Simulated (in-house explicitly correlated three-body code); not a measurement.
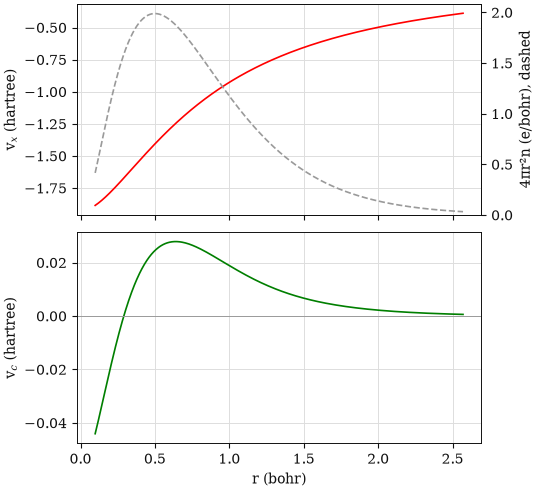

Two electrons around a point charge Z = 2.24. Computed variationally in 260 exponentially correlated functions with an in-house code, non-relativistic, converged to about 10⁻⁷ hartree. The plot shows the exact exchange and correlation potentials of the ground state, from inverting its density, with the radial density dashed.

Describe the exact correlation potential.

Answer. The exchange potential, minus half the Hartree potential for two paired electrons, rises from −1.88 hartree at 0.099 bohr to −0.39 at 2.6 bohr, tending to −1/r far out. The correlation potential is −0.044 hartree at the inner end, crosses zero near 0.29 bohr and has a positive maximum of 0.028 hartree near 0.64 bohr; the density peaks at 0.50 bohr. The LDA correlation potential, by contrast, is negative everywhere. The Kohn-Sham level equals minus the binding of the second electron, −34.4 eV.
